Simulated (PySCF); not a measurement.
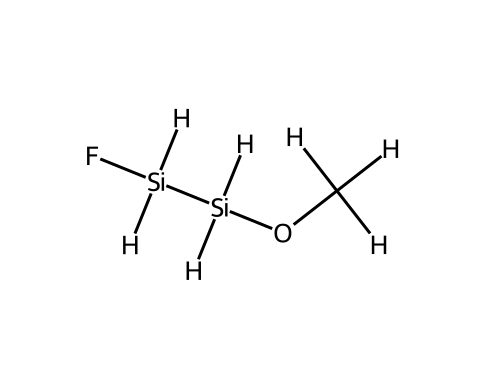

Give its SMILES.

CO[SiH2][SiH2]F

What is the molecular formula?

CH7FOSi2.

An optimisation with GFN2-xTB gave a structure of which point group?

Cs. Other conformers may differ.

The parts below concern this one geometry. Atoms keep their numbers from picture to picture. Computed geometry: GFN2-xTB optimisation. No frequency run is at hand to confirm it as a minimum.

**Shape**

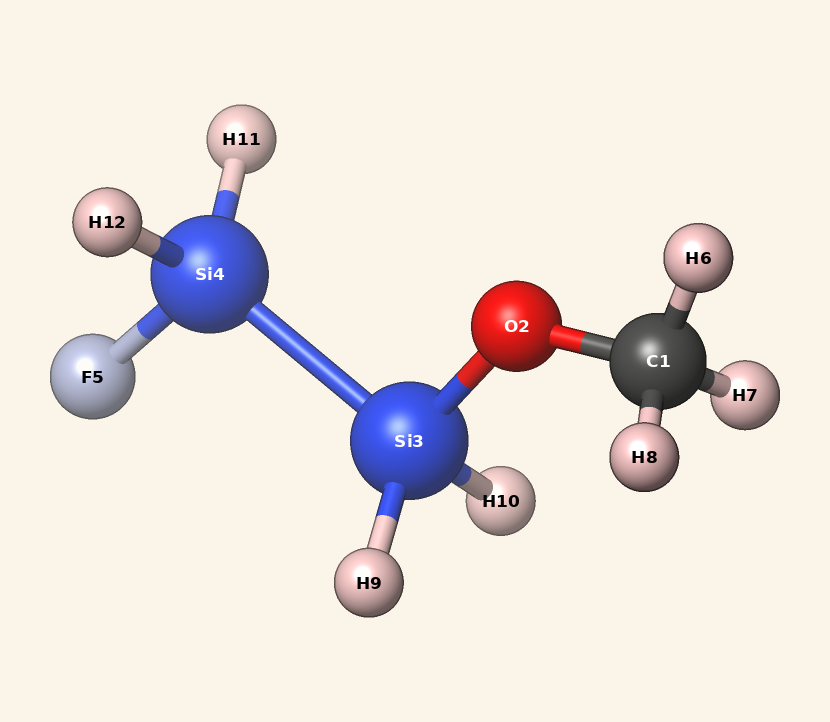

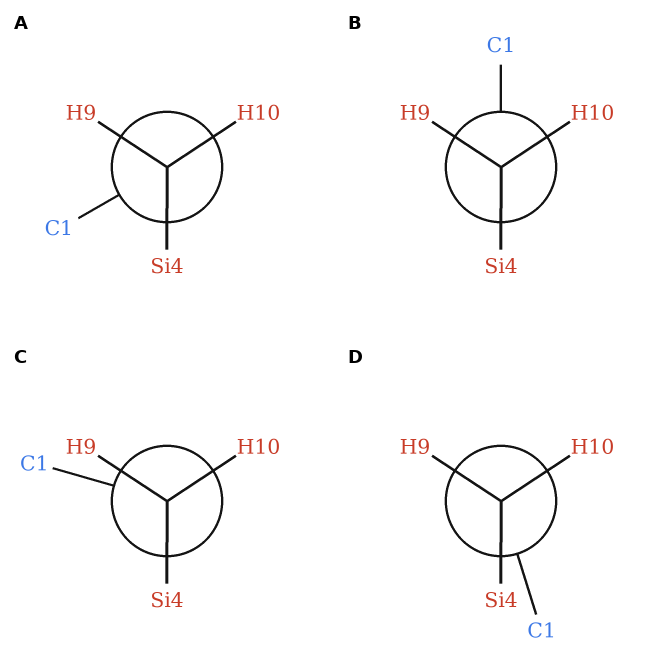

Distant atoms are faded towards the background colour. Bonds that would overlap in a projection are set slightly apart. No frequency run is at hand to confirm it as a minimum.

Which Newman projection shows the view along Si3–O2, with Si3 in front?

B. The torsion angle Si4–Si3–O2–C1 is 180°, antiperiplanar (anti).

**Charges**

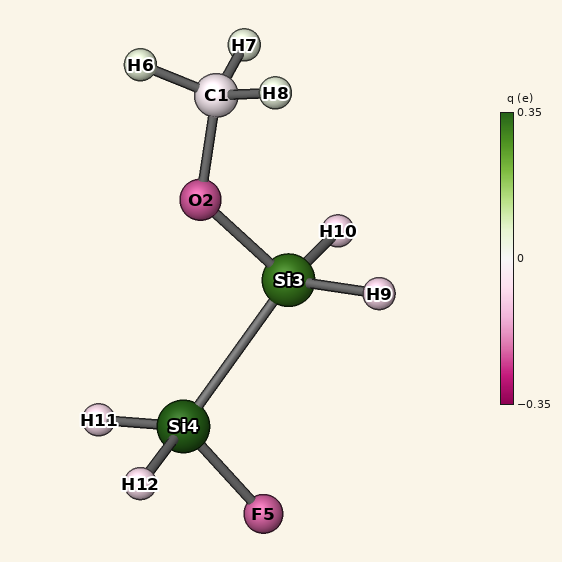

Atoms are coloured by their Hirshfeld charges. No frequency run is at hand to confirm it as a minimum. Method: PBE0/pcSseg-1, gas phase (PySCF 2.14.0).

Which atom carries the highest charge (most positive or least negative)?

Si4 (0.35 e).

And the lowest?

O2 (−0.23 e).

Give the Hirshfeld charges atom by atom.

```tsv
atom	value (e)
C1	−0.03
O2	−0.23
Si3	0.32
Si4	0.35
F5	−0.22
H6	0.05
H7	0.04
H8	0.04
H9	−0.08
H10	−0.08
H11	−0.07
H12	−0.07
```

**Excitation**

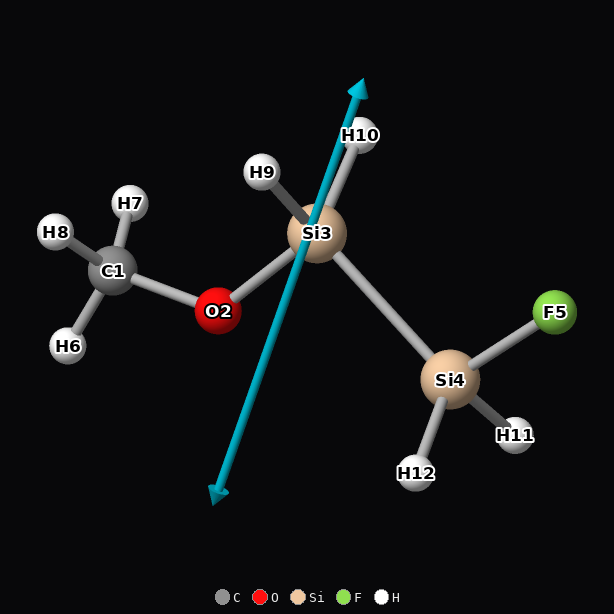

The double arrow shows the direction of the transition dipole to excited singlet state 5 (its length means nothing). No frequency run is at hand to confirm it as a minimum. Method: TDDFT PBE0/def2-SVPD, vertical, gas phase, core orbitals frozen in the response (PySCF 2.14.0).

Where does the transition lie, and how strong is it?

7.41 eV (167 nm), oscillator strength 0.025, mainly HOMO → LUMO+1 (weight 0.96); transition dipole 0.95 D.

**NMR shielding**

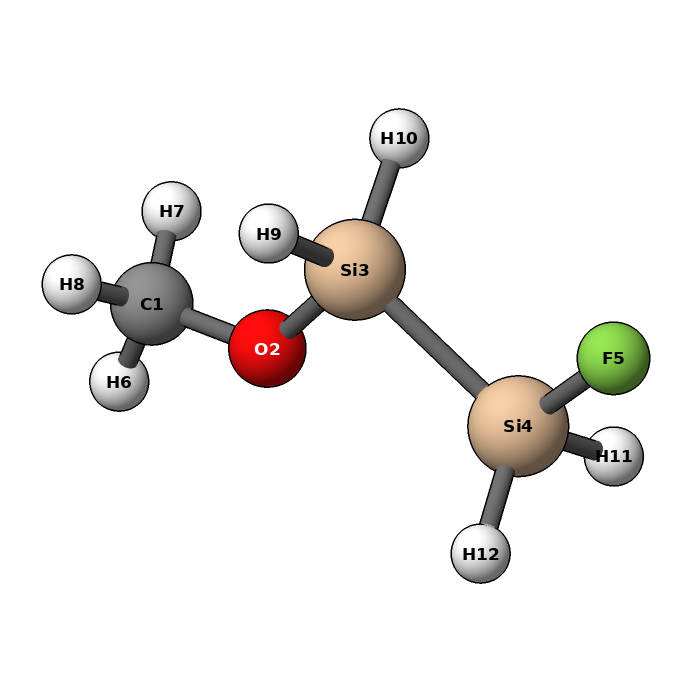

No frequency run is at hand to confirm it as a minimum. Properties computed with GIAO PBE0/pcSseg-1 NMR shielding, non-relativistic, gas phase (PySCF 2.14.0). Principal shieldings σ11 ≤ σ22 ≤ σ33, span Ω = σ33 − σ11, skew κ = 3(σiso − σ22)/Ω.

Give the shielding tensors of the C atoms.

| atom | σ11 | σ22 | σ33 | σiso | Ω | κ |
| --- | --- | --- | --- | --- | --- | --- |
| C1 | 102.6 | 104.1 | 185.8 | 130.9 | 83.2 | 0.96 |

Shieldings and span in ppm.

The geometry is semi-empirical. Around Si such bond lengths and angles can be off by a tenth of an ångström or more and by several degrees, and values that hang on the shape move with them.
